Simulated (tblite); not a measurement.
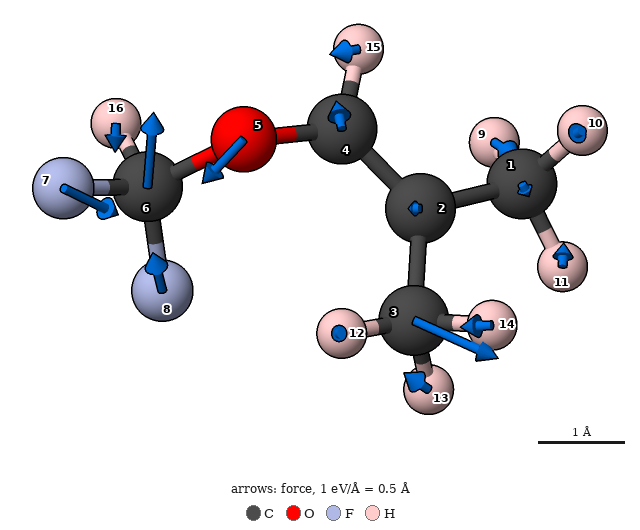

Starting geometry of C5H8F2O with the computed forces as blue arrows. A ball-and-stick model, seen at a tilt.

Theory: GFN2-xTB geometry optimisation, gas phase (tblite). 

> What follows when this structure is relaxed?

It isn't relaxed: the largest force vector, on C3, is 2.29 eV/Å. The final displacements have little in common with the starting forces (cosine between the two patterns 0.19). Over 102 geometry steps the energy falls by 13.7 kcal/mol. F8 moves most after the best rigid fit: 1.12 Å. By element the largest moves are F 1.12 Å, H 0.84 Å, O 0.77 Å, C 0.54 Å. Near-neighbour distances that change, for instance: O5–C6 1.409 → 1.339 Å, C6–F7 1.402 → 1.341 Å, C3–H14 1.132 → 1.089 Å, C1–H9 1.120 → 1.086 Å. Bond angles that change, for instance: C2–C4–H15 115.6° → 123.3°, O5–C6–H16 107.7° → 114.9°, F7–C6–F8 112.2° → 105.6°. Groups turn about C4–O5 by about 70°, C1–C2 by about 40°, O5–C6 by about 30°. The run took 0.57 s on 1 thread of Arm Neoverse V1, with other jobs on the host.
